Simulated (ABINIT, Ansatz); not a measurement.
# BN (P6_3mc): modes at Γ and the response to a field, part 2 of 2

Aim: the zone-centre modes of BN (P6_3mc).

ABINIT 10.8.3; DFT LDA, scalar-relativistic, plane waves, PseudoDojo norm-conserving pseudopotentials.

So far. Step 3 (Ground state): The cell stands at -0.95 GPa: the relaxation ran with a smoothed and higher cutoff, and the difference is a stress of the finite basis. Step 5 (Zone-centre response): The acoustic modes at Γ come out as far as 0.8 cm⁻¹ from zero, where they should vanish, a small numerical error; the Born charges miss their sum rule by 0.0026 e, which is good. The relaxed cell has a = 2.524, c = 4.176 Å (conventional setting).

## 6. Zone-centre analysis

anaddb reads the merged derivatives, imposes the acoustic sum rule and charge neutrality, and adds the LO-TO term along chosen directions.

anaddb.abi reads:

```
ddb_filepath "gamma_DDB"
output_file "anaddb.abo"
outdata_prefix "anaddb"
asr 1
chneut 1
enunit 2
eivec 1
nph1l 1
qph1l 0.0 0.0 0.0 1.0
dieflag 1
nph2l 3
qph2l 
    1.0 0.0 0.0 0.0
    0.0 0.0 1.0 0.0
    1.0 1.0 1.0 0.0
```

mrgddb.in reads:

```
gamma_DDB
merged
2
dfpt_gammao_DS2_DDB
gso_DDB
```

Launch:

```sh
$ mrgddb < mrgddb.in > mrgddb.log
$ OMP_NUM_THREADS=1 anaddb anaddb.abi > anaddb.log
```

anaddb.abo, the main output file:

```text
[banners, grids, parts of the stress and lines that vanish by symmetry left out]
-outvars_anaddb: echo values of input variables ----------------------

 Flags :
[...]
Dielectric Tensor and Effective Charges
[...]
Effective charge tensors after
[...]
Phonon wavevector (reduced coordinates) :  0.00000  0.00000  0.00000
 Phonon energies in Hartree :
[...]
Phonon energies in meV     :
-  0.000000E+00  0.000000E+00  0.000000E+00  5.922820E+01  5.922820E+01
-  1.220397E+02  1.220397E+02  1.223053E+02  1.300747E+02  1.341384E+02
-  1.341384E+02  1.410320E+02
 Phonon frequencies in cm-1    :
-  0.000000E+00  0.000000E+00  0.000000E+00  4.777076E+02  4.777076E+02
-  9.843166E+02  9.843166E+02  9.864588E+02  1.049123E+03  1.081899E+03
-  1.081899E+03  1.137500E+03
 Phonon frequencies in Thz     :
-  0.000000E+00  0.000000E+00  0.000000E+00  1.432131E+01  1.432131E+01
-  2.950907E+01  2.950907E+01  2.957329E+01  3.145192E+01  3.243452E+01
-  3.243452E+01  3.410138E+01
 Phonon energies in Kelvin  :
-  0.000000E+00  0.000000E+00  0.000000E+00  6.873147E+02  6.873147E+02
-  1.416212E+03  1.416212E+03  1.419294E+03  1.509454E+03  1.556612E+03
-  1.556612E+03  1.636608E+03
[...]
-  1  0.00000000E+00  0.00000000E+00  3.32448092E-03
-     0.00000000E+00  0.00000000E+00  0.00000000E+00
-  2  0.00000000E+00  0.00000000E+00  3.32448092E-03
-     0.00000000E+00  0.00000000E+00  0.00000000E+00
-  3  0.00000000E+00  0.00000000E+00  3.32448080E-03
-     0.00000000E+00  0.00000000E+00  0.00000000E+00
-  4  0.00000000E+00  0.00000000E+00  3.32448080E-03
-     0.00000000E+00  0.00000000E+00  0.00000000E+00
[...]
-  1  0.00000000E+00 -3.32448086E-03  0.00000000E+00
-     0.00000000E+00  0.00000000E+00  0.00000000E+00
-  2  0.00000000E+00 -3.32448086E-03  0.00000000E+00
-     0.00000000E+00  0.00000000E+00  0.00000000E+00
-  3  0.00000000E+00 -3.32448085E-03  0.00000000E+00
-     0.00000000E+00  0.00000000E+00  0.00000000E+00
-  4  0.00000000E+00 -3.32448085E-03  0.00000000E+00
-     0.00000000E+00  0.00000000E+00  0.00000000E+00
[...]
-  1  3.32448086E-03  0.00000000E+00  0.00000000E+00
-     0.00000000E+00  0.00000000E+00  0.00000000E+00
-  2  3.32448086E-03  0.00000000E+00  0.00000000E+00
-     0.00000000E+00  0.00000000E+00  0.00000000E+00
-  3  3.32448085E-03  0.00000000E+00  0.00000000E+00
-     0.00000000E+00  0.00000000E+00  0.00000000E+00
-  4  3.32448085E-03  0.00000000E+00  0.00000000E+00
-     0.00000000E+00  0.00000000E+00  0.00000000E+00
[...]
-  1  0.00000000E+00  3.19667336E-03  0.00000000E+00
-     0.00000000E+00  0.00000000E+00  0.00000000E+00
-  2  0.00000000E+00 -3.19667336E-03  0.00000000E+00
-     0.00000000E+00  0.00000000E+00  0.00000000E+00
[...]
-     1          0.000000     0.000000     0.000000     0.000000
-     2          0.000000    -0.000000     0.000000     0.000000
-     3          0.000000     0.000000    -0.000000     0.000000
-     4          0.000000    -0.000000    -0.000000     0.000000
-     5         -0.000000     0.000000    -0.000000     0.000000
-     6         -0.000000    -0.000000    -0.000000     0.000000
[...]
-   1     Real    0.0000E+00  0.0000E+00  0.0000E+00  0.0000E+00  0.0000E+00  0.0000E+00  0.0000E+00
[...]
-   2     Real    0.0000E+00  0.0000E+00  0.0000E+00  0.0000E+00  0.0000E+00  0.0000E+00  0.0000E+00
[...]
-   3     Real    0.0000E+00  0.0000E+00  0.0000E+00  0.0000E+00  0.0000E+00  0.0000E+00  0.0000E+00
[...]
-   4     Real    0.0000E+00  0.0000E+00  0.0000E+00  0.0000E+00  0.0000E+00  0.0000E+00  0.0000E+00
[...]
-   5     Real    0.0000E+00  0.0000E+00  0.0000E+00  0.0000E+00  0.0000E+00  0.0000E+00  0.0000E+00
[...]
-   6     Real    0.0000E+00  0.0000E+00  0.0000E+00  0.0000E+00  0.0000E+00  0.0000E+00  0.0000E+00
[...]
-   7     Real    0.0000E+00  0.0000E+00  0.0000E+00  0.0000E+00  0.0000E+00  0.0000E+00  0.0000E+00
[...]
-  10     Real    0.0000E+00  5.9240E-04  0.0000E+00  6.1050E-10  0.0000E+00  0.0000E+00  5.9240E-04
[...]
-  11     Real    5.9240E-04  0.0000E+00  0.0000E+00 -6.1050E-10  0.0000E+00  0.0000E+00  5.9240E-04
[...]
Phonon at Gamma, with non-analyticity in the
[...]
Phonon energies in Hartree :
[...]
Phonon energies in meV     :
[...]
-  1.410320E+02  1.609965E+02
 Phonon frequencies in cm-1    :
[...]
-  1.137500E+03  1.298524E+03
 Phonon frequencies in Thz     :
[...]
-  3.410138E+01  3.892877E+01
 Phonon energies in Kelvin  :
[...]
-  1.636608E+03  1.868286E+03
[...]
Phonon at Gamma, with non-analyticity in the
[...]
Phonon energies in Hartree :
[...]
Phonon energies in meV     :
[...]
-  1.410320E+02  1.593980E+02
 Phonon frequencies in cm-1    :
[...]
-  1.137500E+03  1.285632E+03
 Phonon frequencies in Thz     :
[...]
-  3.410138E+01  3.854227E+01
 Phonon energies in Kelvin  :
[...]
-  1.636608E+03  1.849737E+03
[...]
-  4  5.21490703E-07  3.32448054E-03  1.33930708E-06
-     0.00000000E+00  0.00000000E+00  0.00000000E+00
[...]
-  1  3.32448082E-03 -5.21514480E-07  0.00000000E+00
-     0.00000000E+00  0.00000000E+00  0.00000000E+00
-  2  3.32448082E-03 -5.21514480E-07  0.00000000E+00
-     0.00000000E+00  0.00000000E+00  0.00000000E+00
-  3  3.32448081E-03 -5.21514478E-07  0.00000000E+00
-     0.00000000E+00  0.00000000E+00  0.00000000E+00
-  4  3.32448081E-03 -5.21514478E-07  0.00000000E+00
-     0.00000000E+00  0.00000000E+00  0.00000000E+00
[...]
-  1  0.00000000E+00  3.19667336E-03  0.00000000E+00
-     0.00000000E+00  0.00000000E+00  0.00000000E+00
[...]
Phonon at Gamma, with non-analyticity in the
[...]
Phonon energies in Hartree :
[...]
Phonon energies in meV     :
-  0.000000E+00  0.000000E+00  0.000000E+00  5.922820E+01  5.922820E+01
-  1.220397E+02  1.220397E+02  1.223053E+02  1.314172E+02  1.341384E+02
-  1.410320E+02  1.604993E+02
 Phonon frequencies in cm-1    :
-  0.000000E+00  0.000000E+00  0.000000E+00  4.777076E+02  4.777076E+02
-  9.843166E+02  9.843166E+02  9.864588E+02  1.059951E+03  1.081899E+03
-  1.137500E+03  1.294515E+03
 Phonon frequencies in Thz     :
-  0.000000E+00  0.000000E+00  0.000000E+00  1.432131E+01  1.432131E+01
-  2.950907E+01  2.950907E+01  2.957329E+01  3.177653E+01  3.243452E+01
-  3.410138E+01  3.880857E+01
 Phonon energies in Kelvin  :
-  0.000000E+00  0.000000E+00  0.000000E+00  6.873147E+02  6.873147E+02
-  1.416212E+03  1.416212E+03  1.419294E+03  1.525033E+03  1.556612E+03
-  1.636608E+03  1.862518E+03
[...]
-  3  2.80842391E-03  0.00000000E+00  0.00000000E+00
-     0.00000000E+00  0.00000000E+00  0.00000000E+00
-  4 -2.80842391E-03  0.00000000E+00  0.00000000E+00
-     0.00000000E+00  0.00000000E+00  0.00000000E+00
[...]
Direction                     Dielectric constant
[...]
0.00000   0.00000   1.00000      6.93578910
   1.00000   1.00000   1.00000      6.60706321
-
```

Run time: 0.52 s. Hardware: 1 thread of Arm Neoverse V2, shared host.

Read from the output:

| Item | Value |
| --- | --- |
| mean static dielectric constant | 6.607 |
| highest mode moved by the LO-TO term | 1299 cm⁻¹ |

No LO-TO term; unit eigenvectors of the mass-weighted matrix, from anaddb's displacements. The modes at Γ (shares of kinetic energy by element, %):

```tsv
mode	frequency (cm⁻¹)	B %	N %
1	0.0	44	56
2	0.0	44	56
3	0.0	44	56
4	477.7	40	60
5	477.7	40	60
6	984.3	60	40
7	984.3	60	40
8	986.5	22	78
9	1049.1	56	44
10	1081.9	56	44
11	1081.9	56	44
12	1137.5	78	22
```

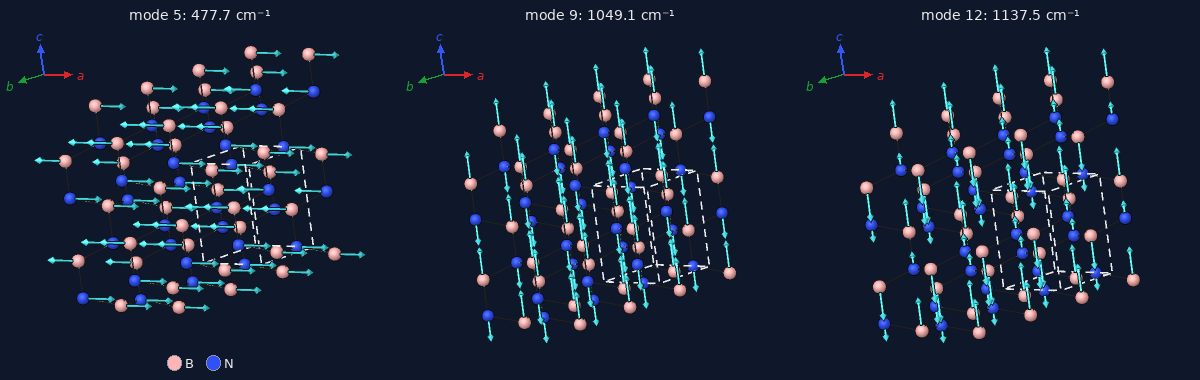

Displacement patterns of modes 5, 9 and 12 at Γ; arrows are exaggerated. 2×4×2 cells are drawn. Some periodic images of atoms are drawn too.

Static dielectric tensor (ions relaxed, fixed cell):

```
6.44 0.00 0.00
0.00 6.44 0.00
0.00 0.00 6.94
```

The rule moves no optical mode by more than 0.1 cm⁻¹.

## 7. The same in Ansatz

A second program on the same cell, potentials, cutoff and meshes tests the implementation of the phonon response, not its convergence. Its field response is summed in its own way.

This step: DFT LDA, scalar-relativistic, plane waves, PseudoDojo norm-conserving pseudopotentials (Ansatz 0.2.0).

input.yaml reads:

```yaml
crystal:
  lattice:
    - [2.524083436, 0.0, 0.0]
    - [-1.2620417182, 2.1859203767, 0.0]
    - [0.0, 0.0, 4.1759747689]
  atoms:
    - { symbol: B, position: [0.6666666667, 0.3333333333, 0.9996941177] }
    - { symbol: B, position: [0.3333333333, 0.6666666667, 0.4996941177] }
    - { symbol: "N", position: [0.6666666667, 0.3333333333, 0.6253058823] }
    - { symbol: "N", position: [0.3333333333, 0.6666666667, 0.1253058823] }
kpoints:
  mp_grid: { grid: [9, 9, 6] }
hamiltonian:
  xc: lda
  pseudopotentials: { kind: nc, accuracy: standard }
scf:
  occupations: { method: fixed }
output:
  eigenvalues: true
basis:
  ecutwfc: 979.61
phonons:
  method: dfpt
  dielectric: true
  rigid_motions: translations
```

Launch:

```sh
$ ansatz run input.yaml --threads 4 --pin off --max-ram 8192MiB --backend cpu --events-out ev --progress --plain --runs-dir out
```

The log of the run:

```text
Warning: basis.ecutwfc = 979.61 eV is below the records' recommended 1142.878222 eV, and the density's cutoff is lower with it unless basis.ecutrho_ratio is high enough to keep the records' density cutoff: compare with a run at a higher cutoff
Engine: ansatz 0.2.0, aarch64-unknown-linux-gnu
Pseudopotentials: kind: nc
Pseudopotential: B, nc, valence charge 3, recommended cutoff 1034.032677 eV (normal), B.nc.azcp (PseudoDojo's, or run here from an input of PseudoDojo's; its table is named by hamiltonian.pseudopotentials.accuracy)
Pseudopotential: N, nc, valence charge 5, recommended cutoff 1142.878222 eV (normal), N.nc.azcp (PseudoDojo's, or run here from an input of PseudoDojo's; its table is named by hamiltonian.pseudopotentials.accuracy)
Functional definition: SPW92
  exchange = slater_x
  correlation = pw_c
Crystal: 4 atoms, lattice volume = 23.041 Å³
Basis set: ecut = 979.61 eV, 1617 PW (Γ), exchange–correlation on 54×54×96 points (8 copies of the dense FFT grid, shifted against one another)
Bands: 12, of which v1, the nominal top of the filled ones, is band 8 counted from 1 (7 counted from 0)
Symmetry: 12 space group operations
k-points: 140 of 486 (irreducible under 2 space group operations, time reversal used)
Non-local potential: B, projectors of the file, l = 0: 2, l = 1: 2
Non-local potential: N, projectors of the file, l = 0: 2, l = 1: 2
Initial density: superposition of atomic densities (chi_scale 0.1, normalization cell, long waves kept (reshape's long-wave potential 0.00 eV rms))
Initial wavefunctions: pseudopotential atomic-orbital guess
Functional: x = slater, c = lda
SCF iter   1: F=—  HF=-732.284042 eV  |F-HF|=—  |Δ(HF+E_count)|=         —  Δρ=1.58e-1  dr2=4.55e0  ethr=3.10e-3  ⟨swp⟩=5.8  Hψ=9668  notcnv=0  defer=249
preconditioner: auto → none  [insulator: Δε(μ)=6.756 eV  Ē_g=18.450 eV  n_scr=2 (ndim 8)  ℏωp=30.9 eV  f_vac=0.000  ε∞_Penn≈3.8]
SCF iter   2: F=—  HF=-730.767053 eV  |F-HF|=—  |Δ(HF+E_count)|=    1.52e0  Δρ=6.19e-2  dr2=5.06e-1  ethr=3.10e-3  ⟨swp⟩=3.0  Hψ=4601  notcnv=0  defer=269
SCF iter   3: F=—  HF=-730.612161 eV  |F-HF|=—  |Δ(HF+E_count)|=   1.55e-1  Δρ=2.12e-2  dr2=6.66e-2  ethr=3.10e-3  ⟨swp⟩=2.8  Hψ=3015  notcnv=0  defer=264
SCF iter   4: F=—  HF=-730.590814 eV  |F-HF|=—  |Δ(HF+E_count)|=   2.13e-2  Δρ=2.84e-3  dr2=6.39e-4  ethr=4.16e-4  ⟨swp⟩=2.8  Hψ=3027  notcnv=0  defer=277
SCF iter   5: F=—  HF=-730.590719 eV  |F-HF|=—  |Δ(HF+E_count)|=   9.43e-5  Δρ=1.52e-4  dr2=2.29e-6  ethr=3.99e-6  ⟨swp⟩=2.8  Hψ=2822  notcnv=0  defer=277
SCF iter   6: F=—  HF=-730.590720 eV  |F-HF|=—  |Δ(HF+E_count)|=   5.17e-7  Δρ=2.30e-5  dr2=2.95e-8  ethr=1.43e-8  ⟨swp⟩=2.6  Hψ=2964  notcnv=0  defer=191
SCF iter   7: F=—  HF=-730.590720 eV  |F-HF|=—  |Δ(HF+E_count)|=   1.59e-7  Δρ=2.71e-6  dr2=1.13e-9  ethr=1.84e-10  ⟨swp⟩=2.5  Hψ=2926  notcnv=0  defer=24
SCF iter   8: F=-730.590720 eV  HF=-730.590720 eV  |F-HF|=5.02e-11  |Δ(HF+E_count)|=  3.90e-10  Δρ=6.20e-7  dr2=6.32e-11  ethr=1.00e-12  ⟨swp⟩=9.3  Hψ=11591  notcnv=0
SCF 1 converged in 8 iterations: F = -730.590720 eV  dr2 = 6.32e-11
NSCF: frozen V_eff on 4 k-points
DFPT response loops at Γ: preconditioner auto → none (the input reference at scf.mixing.eps_inf says where Resta's filter doesn't serve); β = 0.50; Broyden in place of MSR1
── the response to a field inside a basis, on 10×10×6 k-points: an SCF that follows is theirs, and a resumed run solves both again ──
Bands: 9, of which v1, the nominal top of the filled ones, is band 8 counted from 1 (7 counted from 0)
k-points: 90 of 600 (irreducible under 4 space group operations, time reversal used)
Initial density: handed on by an earlier stage of this run
Initial wavefunctions: pseudopotential atomic-orbital guess (no wavefunctions were taken with the density)
Eigensolver: Dense (90 Hₖ)
SCF iter   1: F=—  HF=-730.591568 eV  |F-HF|=—  |Δ(HF+E_count)|=         —  Δρ=4.02e-4  dr2=3.58e-6  ethr=1.00e-1
preconditioner: auto → none  [insulator: Δε(μ)=5.349 eV  Ē_g=15.659 eV  n_scr=2 (ndim 8)  ℏωp=30.9 eV  f_vac=0.000  ε∞_Penn≈4.9]
SCF iter   2: F=—  HF=-730.591570 eV  |F-HF|=—  |Δ(HF+E_count)|=   1.33e-6  Δρ=1.98e-4  dr2=7.69e-7  ethr=2.24e-8
SCF iter   3: F=—  HF=-730.591570 eV  |F-HF|=—  |Δ(HF+E_count)|=   5.69e-7  Δρ=5.44e-5  dr2=1.48e-7  ethr=4.81e-9
SCF iter   4: F=-730.591570 eV  HF=-730.591570 eV  |F-HF|=5.96e-11  |Δ(HF+E_count)|=   1.63e-9  Δρ=4.10e-6  dr2=6.02e-10  ethr=9.26e-10
SCF 1 converged in 4 iterations: F = -730.591570 eV  dr2 = 6.02e-10
DFPT response loops at Γ: mixed as the last ones told, above
SCF converged after 8 iterations
Free energy (F): -730.590720 eV
Harris-Foulkes:  -730.590720 eV  (|F-HF|=5.02e-11)
Internal energy: -730.590720 eV  (E = F + TS)
E sigma→0 (E₀):  -730.590720 eV
Fermi energy:    11.478641 eV
--- Per-component energies (eV) ---
  E_band       = 53.885843
  E_kinetic    = 518.135261
  E_local      = -320.857625  (includes V_loc(G=0)·N_el)
  E_nonlocal   = -64.223475
  E_hartree    = 96.097231
  E_xc         = -237.887621
  E_vxc        = -271.362654  (∫ρ·V_xc dr)
  E_ewald      = -721.854491
  E_smearing   = -0.000000  (= −TS)
  E_closure    = -0.000000  (closes the sum)
  Σ components = -730.590720   (vs F -730.590720, Δ=0.00e0)
--- Band table (eV; the first three rows and the last of 140) ---
  k-point 0: bands = [... 4 lower, 9.2901, 11.1826, 11.4786, 11.4786, 19.8852, 19.8852, 20.1622, 21.4557]
  k-point 1: bands = [... 4 lower, 9.4110, 10.2851, 11.2962, 11.2962, 20.0901, 20.0901, 20.5120, 21.4282]
  k-point 2: bands = [... 4 lower, 9.7551, 9.7551, 10.8327, 10.8327, 20.6575, 20.6575, 20.9931, 21.3527]
  k-point 139: bands = [... 4 lower, 5.7648, 5.7648, 7.9379, 7.9379, 20.2619, 20.2619, 22.9279, 22.9279]
--- Phonons (Γ-DFPT): 4 representative perturbations + reference, on 140 of 486 k-points (Σ response iterations 13) ---
  k mesh reduced under 2 symmetry operations, with k and −k counted as one. Each operation leaves every solved perturbation unchanged. A smaller set is not considered because the run solves the response to a homogeneous field
  ASR residual: 5.813e-4 → 0.000e0 eV/Å²; symmetrization residual: 9.419e-7 eV/Å²
  ASR residual per site (eV/Å²): 4.24e-5 4.24e-5 5.81e-4 5.81e-4
  Γ frequencies (cm⁻¹): 0.00 0.00 0.00 477.71 477.71 984.34 984.34 986.46 1049.15 1081.92 1081.92 1137.54
  ε∞ (high-frequency dielectric tensor):
        4.468261    -0.000000    -0.000000
        0.000000     4.468261     0.000000
       -0.000000     0.000000     4.618876
  ε⁰ (static dielectric tensor: ions relaxed, cell fixed):
        6.437737    -0.000000     0.000000
       -0.000000     6.437737    -0.000000
        0.000000    -0.000000     6.936562
  ε⁰ − ε∞ (ionic part):
        1.969476    -0.000000     0.000000
       -0.000000     1.969476    -0.000000
        0.000000    -0.000000     2.317686
  softest optical mode at Γ: 477.71 cm⁻¹; the repairs (sum rule, projections) moved no ω² at Γ by more than (3.40 cm⁻¹)²
  Born effective charges Z* (e; rows j = field, columns β = displacement):
    site 0:
         1.81470   -0.00000   -0.00000
         0.00000    1.81470    0.00000
        -0.00000    0.00000    1.90896
    site 1:
         1.81470   -0.00000    0.00000
         0.00000    1.81470   -0.00000
         0.00000   -0.00000    1.90896
    site 2:
        -1.81470    0.00000    0.00000
        -0.00000   -1.81470    0.00000
         0.00000   -0.00000   -1.90896
    site 3:
        -1.81470    0.00000   -0.00000
        -0.00000   -1.81470    0.00000
         0.00000    0.00000   -1.90896
  Z* charge neutrality: 8.408e-4 e pre-enforcement
  solved inside a basis spanned on kpoints, on 10×10×6 k-points, its susceptibility summed on 14×14×8: ε∞ is read to err by 1.2e-2, Z* by 7.2e-3 e (field_mesh: kpoints solves on kpoints); Z* is corrected for what the basis lacks
  optical modes at Γ without the LO–TO term, one row a degenerate level:
      ω (cm⁻¹)  modes    IR ((D/Å)²/amu)
        477.71      2             0.0000
        984.34      2             0.0000
        986.46      1             0.0000
       1049.15      1            27.5589
       1081.92      2            49.8091
       1137.54      1             0.0000
  optical modes at Γ + LO–TO along q̂ = [1.0000, 0.0000, 0.0000]:
      ω (cm⁻¹)  modes    IR ((D/Å)²/amu)
        477.71      2             0.0000
        984.34      2             0.0000
        986.46      1             0.0000
       1049.15      1            27.5589
       1081.92      1            24.9046
       1137.54      1             0.0000
       1298.65      1            24.9046
  optical modes at Γ + LO–TO along q̂ = [0.0000, 1.0000, 0.0000]:
      ω (cm⁻¹)  modes    IR ((D/Å)²/amu)
        477.71      2             0.0000
        984.34      2             0.0000
        986.46      1             0.0000
       1049.15      1            27.5589
       1081.92      1            24.9046
       1137.54      1             0.0000
       1298.65      1            24.9046
  optical modes at Γ + LO–TO along q̂ = [0.0000, 0.0000, 1.0000]:
      ω (cm⁻¹)  modes    IR ((D/Å)²/amu)
        477.71      2             0.0000
        984.34      2             0.0000
        986.46      1             0.0000
       1081.92      2            49.8091
       1137.54      1             0.0000
       1285.70      1            27.5589
```

Wall time 25 s (4 threads); peak memory 0.69 GiB; 98 s of CPU time.

Read from the output:

```yaml
sum_rule_residual_before_enforcement: 5.81e-4 eV/Å²
miss_of_the_charge_sum_rule: 8.41e-4 e
estimated_error_of_the_dielectric_tensor: 0.01243
estimated_error_of_the_born_charges: 0.007187 e
mean_high_frequency_dielectric_constant: 4.519
largest_born_charge_in_size_third_of_the_trace: 1.846 e
mean_static_dielectric_constant: 6.604
```

Transverse modes. Infrared lines, with heights relative to the strongest:

```tsv
position (cm⁻¹)	label	IR intensity ((D/Å)²/amu), degenerate modes summed, relative
478	E2	0.0
984	E2	0.0
986	B1	0.0
1049	A1	55
1082	E1	100
1138	B1	0.0
```

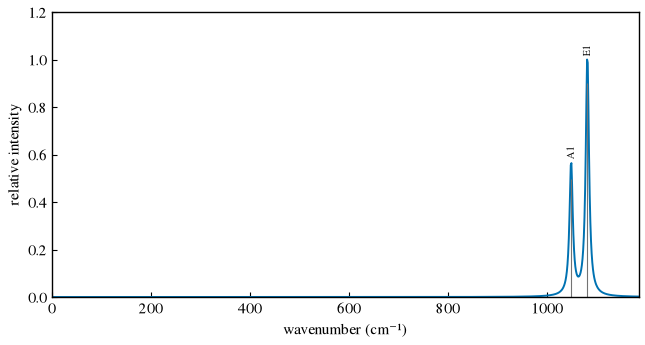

The infrared spectrum, broadened with Lorentzians of width 8 cm⁻¹; bars mark the lines.

## 8. The two compared: ABINIT PseudoDojo and Ansatz, PseudoDojo

Numbers from this step:

- root-mean-square difference: 0.02 cm⁻¹
- largest difference: 0.04 cm⁻¹

Frequencies side by side, by row:

```tsv
q (reciprocal lattice)	mode	ABINIT PseudoDojo (cm⁻¹)	Ansatz, PseudoDojo (cm⁻¹)
0 0 0	1	0	0
0 0 0	2	0	0
0 0 0	3	0	0
0 0 0	4	477.7	477.7
0 0 0	5	477.7	477.7
0 0 0	6	984.3	984.3
0 0 0	7	984.3	984.3
0 0 0	8	986.5	986.5
0 0 0	9	1049	1049
0 0 0	10	1082	1082
0 0 0	11	1082	1082
0 0 0	12	1138	1138
```

The two runs side by side. Further quantities:

```tsv
quantity	ABINIT PseudoDojo	Ansatz, PseudoDojo
mean ε∞	4.521	4.519
largest Born charge in size (e; the first before, the second after the charge sum rule)	1.847	1.846
```

At the zone centre the largest difference (acoustic modes at Γ apart) is 0.004 % of the highest mode.

## 9. Outcome

| Quantity | Value |
| --- | --- |
| space group after relaxation | P6_3mc |
| volume per atom | 5.76 Å³ |
| highest optical zone-centre mode (no LO-TO term) | 1138 cm⁻¹ |
| lowest optical zone-centre mode | 477.7 cm⁻¹ |
| highest mode moved by the LO-TO term | 1299 cm⁻¹ |
| mean high-frequency dielectric constant | 4.52 |
| largest Born charge in size (third of the trace) | 1.85 e |
| mean static dielectric constant | 6.61 |
| imaginary optical modes at the zone centre (no q mesh in this session) | none |
| largest difference from Ansatz, PseudoDojo | 0.04 cm⁻¹ |

**Reading.** At the LDA level the optical modes of BN (P6_3mc) at the zone centre (no LO-TO term) run from 478 to 1138 cm⁻¹. The base run prints -0.95 GPa, mostly the error of a finite basis; the relaxation, with a smoothed and higher cutoff, had brought the cell to rest. Along the directions run, the highest mode that the macroscopic field moves lies at 1299 cm⁻¹. Lattice motion raises the mean dielectric constant from 4.521 to 6.607. ABINIT PseudoDojo and Ansatz, PseudoDojo agree to 0.04 cm⁻¹ (0.004 % of the highest mode compared) on all solved modes but the acoustic ones at Γ, without the LO-TO term. These are harmonic frequencies at zero temperature: anharmonic shifts and linewidths and thermal expansion are left out. Ansatz warns that the cutoff lies 14 % under the one recommended for these files; agreement at one cutoff is not convergence. The structure comes from a database by way of an earlier relaxation and need not be the phase that is stable at ambient conditions.

[Host names and launcher messages were left out of these logs when they were recorded.]

[Logs are printed without paths, hosts, clocks, repeated set-up lines and the standing remarks that a program may print on its own settings, such as how far it seeks lower states.]

[Hosts, paths, dates, database ids (printed as entryN), source tags and the programs' standing remarks are cut or masked in the printed files.]
